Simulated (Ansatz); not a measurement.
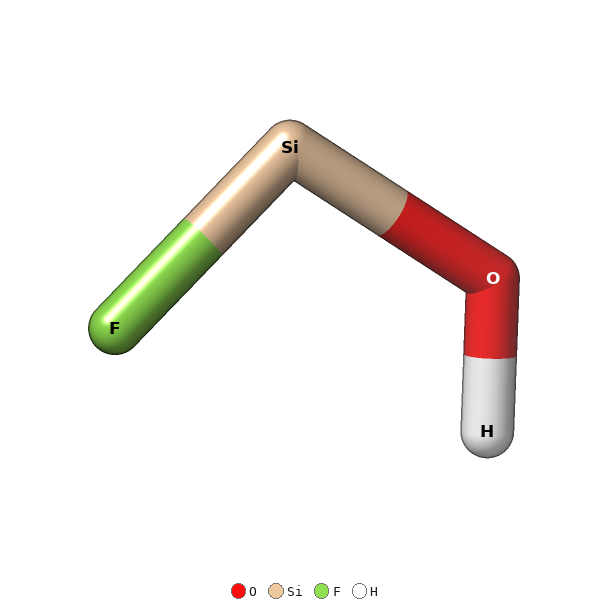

Geometry: atoms displaced at random (about 0.02 Å) from a stationary point of PBE0-D4. Program: Ansatz 0.2.0.

Compare dipole (D) at these levels: PBE-D4/def2-TZVPP; PBE0-D4/def2-TZVPP; RHF-CCSD(T) (frozen core)/def2-TZVPP; r2SCAN-D4/def2-TZVPP; ωB97M-V/def2-TZVPP.

| level | dipole (D) |
| --- | --- |
| PBE-D4/def2-TZVPP | 1.21 |
| PBE0-D4/def2-TZVPP | 1.21 |
| RHF-CCSD(T) (frozen core)/def2-TZVPP | 1.15 |
| r2SCAN-D4/def2-TZVPP | 1.31 |
| ωB97M-V/def2-TZVPP | 1.10 |
